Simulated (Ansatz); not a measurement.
C₃H₉BO: several calculations on one system

Part 1: Relaxation

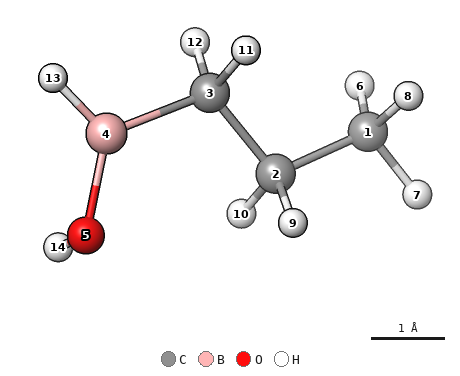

C$_{3}$H$_{9}$BO, before the relaxation. The picture is a ball-and-stick view, seen at a tilt.

The run prepares an end point of a later path (torsion) calculation, from a guessed geometry.

All numbers below come from Ansatz 0.2.0, RKS PBE/def2-SVP.

Input
```yaml
crystal:
  periodic: [false, false, false]
  atoms:
    - { symbol: C, position_ang: [-1.4448, 0.9988, 0.8346] }
    - { symbol: C, position_ang: [-0.3441, 0.6214, -0.0854] }
    - { symbol: C, position_ang: [0.2557, -0.6875, 0.3812] }
    - { symbol: B, position_ang: [1.5773, -1.1446, -0.5365] }
    - { symbol: O, position_ang: [1.9224, -0.3731, -1.7082] }
    - { symbol: H, position_ang: [-2.2867, 0.2818, 0.8223] }
    - { symbol: H, position_ang: [-1.9031, 1.9978, 0.4573] }
    - { symbol: H, position_ang: [-1.0919, 1.2162, 1.8546] }
    - { symbol: H, position_ang: [0.4288, 1.4486, -0.0432] }
    - { symbol: H, position_ang: [-0.7259, 0.5031, -1.0964] }
    - { symbol: H, position_ang: [0.6615, -0.5651, 1.4516] }
    - { symbol: H, position_ang: [-0.4579, -1.486, 0.4103] }
    - { symbol: H, position_ang: [2.0322, -2.1251, -0.2863] }
    - { symbol: H, position_ang: [1.3635, -0.7154, -2.4271] }
basis:
  gaussian: { orbitals: def2-SVP }
hamiltonian:
  xc: pbe
relax:
  f_tol: 0.015
  max_steps: 40
```

Command:
```bash
ansatz run input.yaml --threads 2 --pin off --max-ram 3072MiB --backend cpu --events-out ev --progress --plain --runs-dir out
```

Predict the outcome.

The atom that moves furthest after the best rigid fit is H14 (0.92 Å). Largest moves by element: H 0.92 Å, O 0.36 Å, B 0.18 Å, C 0.09 Å. Among the contacts that change: B4–H13 1.109 → 1.222 Å, C3–B4 1.673 → 1.581 Å, B4–O5 1.445 → 1.363 Å, C1–H7 1.162 → 1.109 Å. Bond angles that change, for instance: O5–B4–H13 123.8° → 114.8°, B4–O5–H14 105.9° → 111.9°, C3–B4–H13 116.2° → 121.8°. Groups turn about B4–O5 by about 90°. The energy falls by 31.6 kcal/mol in 14 accepted moves (16 points after the start). The largest force component goes from 3.8 to 0.0015 eV/Å. The line search rejected the trial steps at points 7, 15 of the run. Cost: 42 s on 2 threads of Arm Neoverse V1, on a shared host, peak memory 0.14 GiB.

The structure at the end:

```xyz
14

C    -1.4707    1.0691    0.7948
C    -0.3610    0.5755   -0.1375
C     0.3355   -0.7077    0.3385
B     1.4862   -1.2961   -0.5725
O     1.8757   -0.7303   -1.7493
H    -2.2669    0.3039    0.9087
H    -1.9483    1.9967    0.4182
H    -1.0744    1.2837    1.8093
H     0.3940    1.3866   -0.2589
H    -0.7919    0.4120   -1.1528
H     0.7634   -0.5642    1.3595
H    -0.4113   -1.5239    0.4893
H     2.0961   -2.3086   -0.2640
H     1.3607    0.0744   -1.9543
```

After the run, drawn alike:

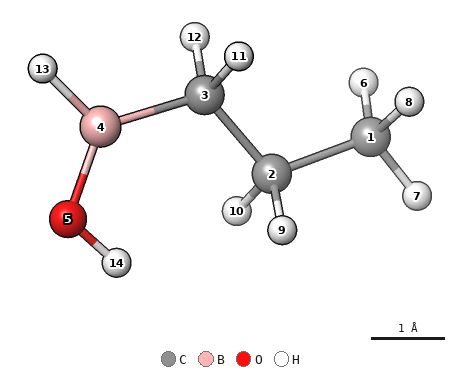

Part 2: Relaxation

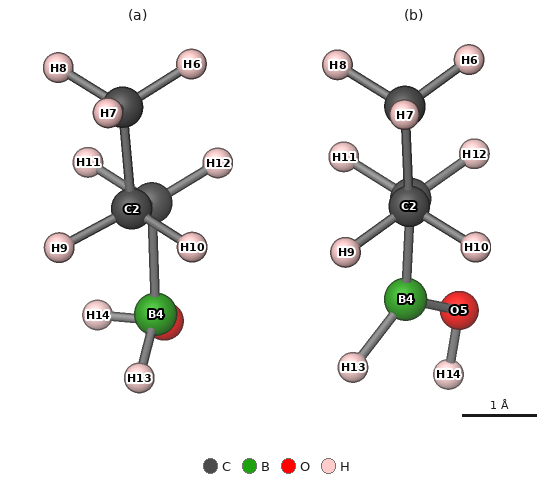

The structure of C3H9BO before (left) and after (right) a relaxation, at one scale.

Style: ball-and-stick. Shown from a free direction.

The run prepares an end point of a later path (torsion) calculation, from a guessed geometry.

Method: Ansatz, RKS PBE/def2-SVP. Settings: no spin polarisation; force threshold 0.015 eV/Å; at most 40 steps.

**What changed between the two?**

After 16 accepted moves (17 points after the start) the energy has fallen by 130.8 kJ/mol. The largest force component goes from 4.5 to 0.0091 eV/Å. The line search rejected the trial step at point 9 of the run. The largest move after the best rigid fit is that of an H atom, 1.30 Å. By element the largest moves are H 1.30 Å, B 0.43 Å, O 0.34 Å, C 0.25 Å. Some distances before and after: B–H 1.109 → 1.229 Å, B–C 1.673 → 1.573 Å, B–O 1.445 → 1.365 Å, C–H 1.162 → 1.110 Å. Bond angles that change, for instance: B–O–H 105.9° → 112.2°, H–C–H 110.7° → 105.2°, C–B–H 116.2° → 121.6°. Groups turn about B–O by about 90°, B–C by about 40°. The run took 43 s on 2 threads of Arm Neoverse V1, on a shared host, peak memory 0.14 GiB.

Part 3: Path

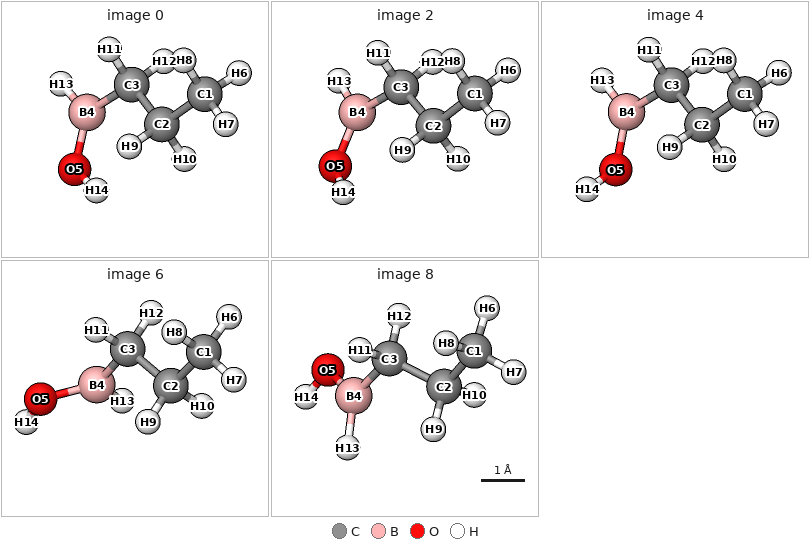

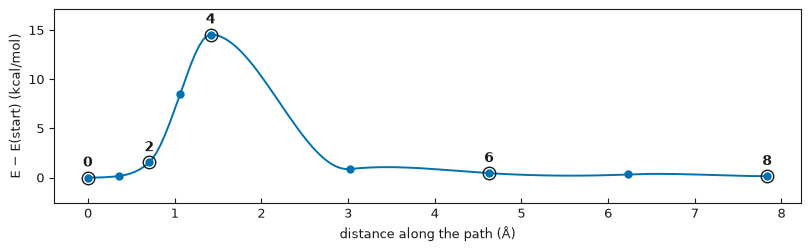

A nudged-elastic-band calculation for C₃H₉BO. Images are numbered from 0 (start) to 8 (end). Style: ball-and-stick. Shown from a free direction.

These are results of RKS PBE/def2-SVP in Ansatz 0.2.0, not measurements. Run with 7 movable images; climbing image; force threshold 0.03 eV/Å; iteration limit 60; starting path through a guess of the saddle point.

Q: Describe the mechanism and the energy profile.

A: The motion is a rotation about the C3–B4 bond by about 220°, with a turn of about 180° about B4–O5. No bond forms or breaks between the ends. Bond angles that change up to the highest image, for instance: B4–O5–H14 111.9° → 124.9°, O5–B4–H13 114.8° → 118.2°. Forward barrier 14.6 kcal/mol, backward barrier 14.4 kcal/mol, with image 4 at the top; the reaction energy is +0.1 kcal/mol. The band converged in 34 iterations. The largest component of the band force went from 180 to 0.019 eV/Å. The climbing image converged on the top of the path. Its vibrational analysis gives one imaginary mode (820i cm⁻¹), as a transition state must have.

Cost: 8.5 min on 2 threads of Arm Neoverse V1, on a shared host, peak memory 0.15 GiB.
